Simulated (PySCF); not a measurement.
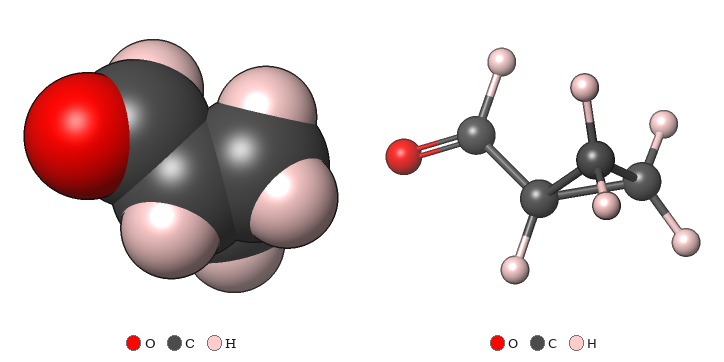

Two views of one molecule.

Count the atoms of each element.

Answer. C4H6O, 11 atoms: 4 carbon, 6 hydrogen and 1 oxygen.

Count the bonded pairs by element.

Answer. 6 C–H, 4 C–C, 1 C–O.

Does it have rings?

Answer. Independent rings (smallest set): 1 of 3 members.

Name functional groups in it.

Answer. Among them: aldehyde.

What is its SMILES?

Answer. O=CC1CC1

The parts below concern this one geometry. Atoms keep their numbers from picture to picture. The geometry was computed by an optimisation with PBE0-D3(BJ)/def2-SVP. No frequency run is at hand to confirm it as a minimum.

## Geometry

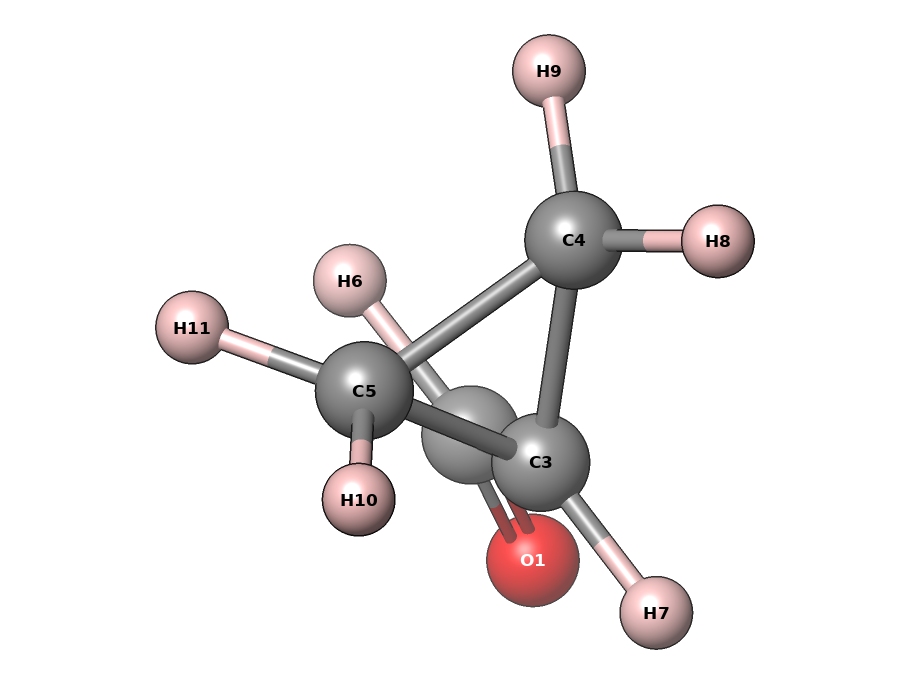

C2 lies behind C3. The molecule seen a little off the C3–C2 bond, C3 in front. Atoms fade into the background with distance from the viewer. No frequency run is at hand to confirm it as a minimum.

What is the torsion angle C4–C3–C2–O1? The sign is positive where the front bond must turn clockwise to cover the back bond.

Answer. 145°, anticlinal.

## Dipole moment

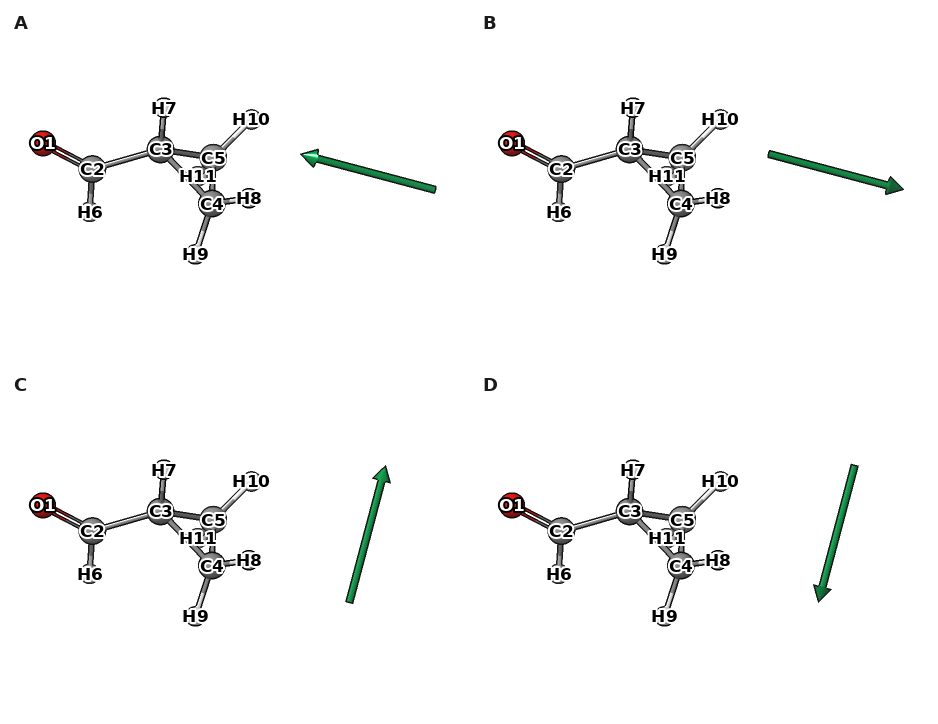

The same molecule four times, each with an arrow. No frequency run is at hand to confirm it as a minimum. Level of theory: BLYP/pcSseg-2, gas phase (PySCF 2.14.0).

Which arrow points along the dipole moment, from the negative to the positive end?

Answer. B. The dipole moment is 3.35 D; it points from the side of O1 to the side of H8, H10 (the outermost atoms at the two ends).

## Ring current

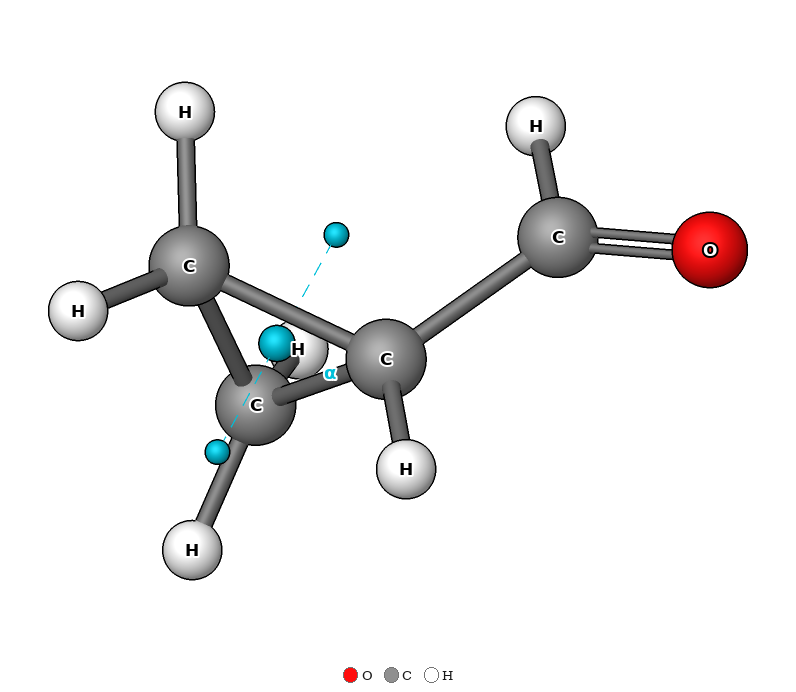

The small points mark where nucleus-independent chemical shifts (NICS) were computed: at the centre of each lettered ring and 1 Å above and below it. No frequency run is at hand to confirm it as a minimum. Method: GIAO PBE0/pcSseg-2 NMR shielding, non-relativistic, gas phase (PySCF 2.14.0).

Give NICS(0), NICS(1) and the out-of-plane component NICS(1)zz for each ring (means of the two sides).

| ring | members | NICS(0) | NICS(1) | NICS(1)zz |
| --- | --- | --- | --- | --- |
| α | C3 | −42.8 | −8.8 | −25.1 |

Values in ppm.

## NMR shielding

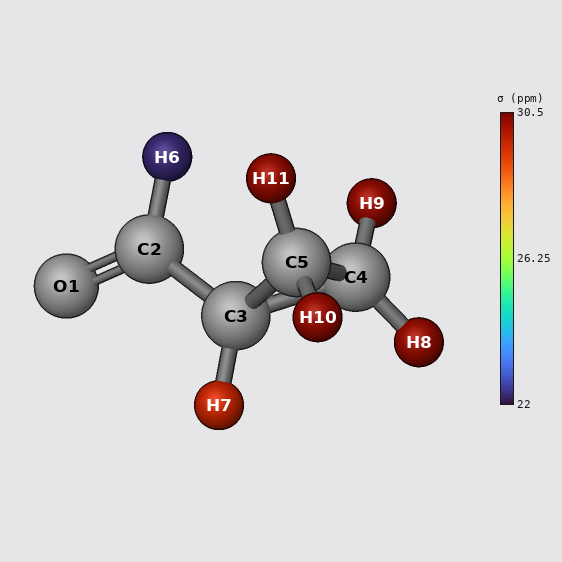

Atoms are coloured by their isotropic NMR shieldings (H only, the others grey). No frequency run is at hand to confirm it as a minimum. Properties computed with GIAO BP86/pcSseg-2 NMR shielding, non-relativistic, gas phase (PySCF 2.14.0).

Which H atom is the most shielded (lowest chemical shift)?

Answer. H9, H11 (30.23 to 30.24 ppm).

Which H atom is the least shielded (highest chemical shift)?

Answer. H6 (22.29 ppm).

How wide is the range of H shifts?

Answer. 7.95 ppm.

List the isotropic NMR shieldings of the H atoms.

| atom | σ (ppm) |
| --- | --- |
| H6 | 22.29 |
| H7 | 29.63 |
| H8 | 30.23 |
| H9 | 30.24 |
| H10 | 30.23 |
| H11 | 30.23 |
